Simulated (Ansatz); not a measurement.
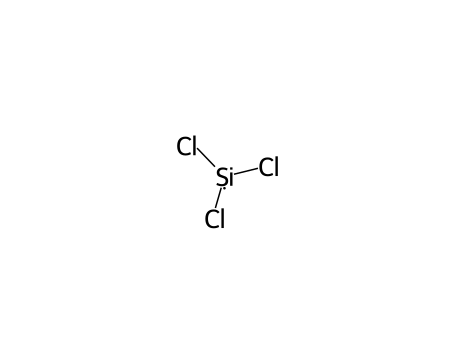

2D structure. State: neutral, doublet.

Transcribe the drawing into SMILES.

Cl[Si](Cl)Cl

What is the molecular formula?

SiCl3.

An optimisation with PBE0-D4/def2-TZVP gave a structure of which point group?

C3v.

More results for the same structure follow; atom numbers are the same in all pictures, views and colours differ. The geometry was computed by an optimisation with PBE0-D4/def2-TZVP.

**Geometry**

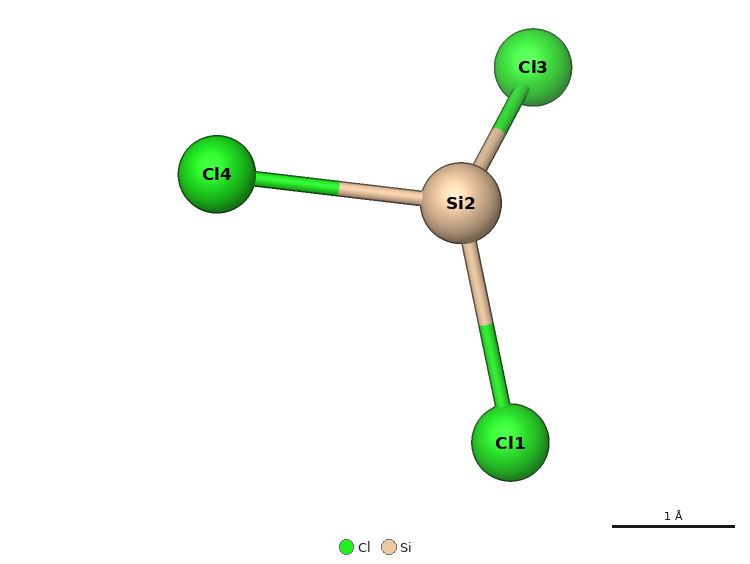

The atoms are numbered.

Describe the coordination of atom 2.

Si2 has 3 neighbours (Cl1 at 2.04, Cl3 at 2.04, Cl4 at 2.04 Å); the arrangement is trigonal pyramidal.

**Levels of theory compared**

Program: Ansatz 0.2.0.

At this fixed geometry, give HOMO energy (eV), dipole (D) at these levels: B3LYP-D4/def2-TZVPP; PBE-D4/def2-TZVPP; r2SCAN-D4/def2-TZVPP; ωB97M-V/def2-TZVPP.

```json
{"level": "B3LYP-D4/def2-TZVPP", "HOMO energy (eV)": "−6.78", "dipole (D)": "0.58"}
{"level": "PBE-D4/def2-TZVPP", "HOMO energy (eV)": "−5.85", "dipole (D)": "0.44"}
{"level": "r2SCAN-D4/def2-TZVPP", "HOMO energy (eV)": "−6.26", "dipole (D)": "0.53"}
{"level": "ωB97M-V/def2-TZVPP", "HOMO energy (eV)": "−8.79", "dipole (D)": "0.64"}
```

**Charges**

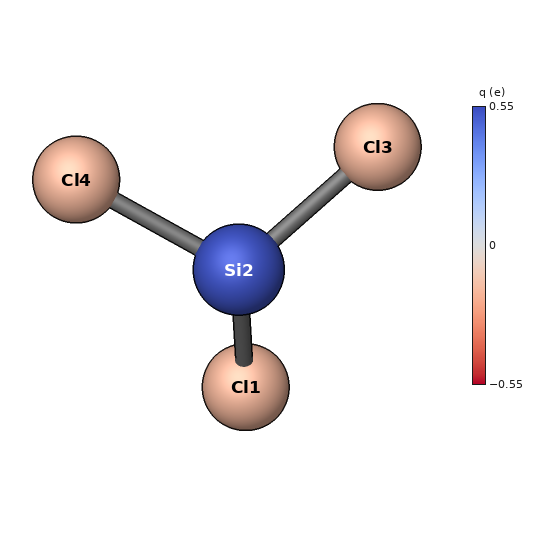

Atoms are coloured by their Mulliken charges. Properties computed with UKS PBE0-D4/def2-TZVP (Ansatz 0.2.0).

Give the Mulliken charges atom by atom.

| atom | value (e) |
| --- | --- |
| Cl1 | −0.17 |
| Si2 | 0.52 |
| Cl3 | −0.17 |
| Cl4 | −0.17 |

**Thermal motion**

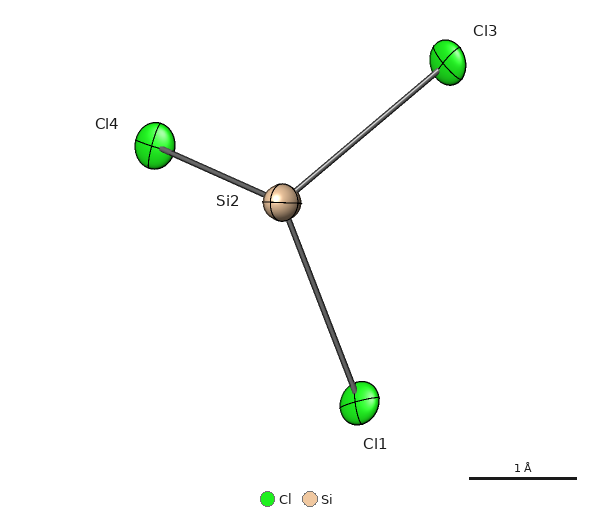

Displacement ellipsoids at the 50 % level, enlarged 3 times, from the internal vibrations of the free molecule (harmonic, no overall translation or rotation; no half-axis is drawn under 0.075 Å). Vibrations computed with UKS PBE0-D4/def2-TZVP (Ansatz 0.2.0). Temperature: 200 K.

Which atom moves most?

Si2, with U_eq = 0.0016 Å².

List U_eq and the three principal root-mean-square amplitudes for each kind of atom.

```json
{"atom": "Cl1, Cl3, Cl4", "U_eq (Å²)": "0.0014", "rms amplitudes (Å)": "0.012, 0.044, 0.047"}
{"atom": "Si2", "U_eq (Å²)": "0.0016", "rms amplitudes (Å)": "0.038, 0.038, 0.044"}
```

Mulliken values depend strongly on the basis set and can even reverse the polarity of a bond.
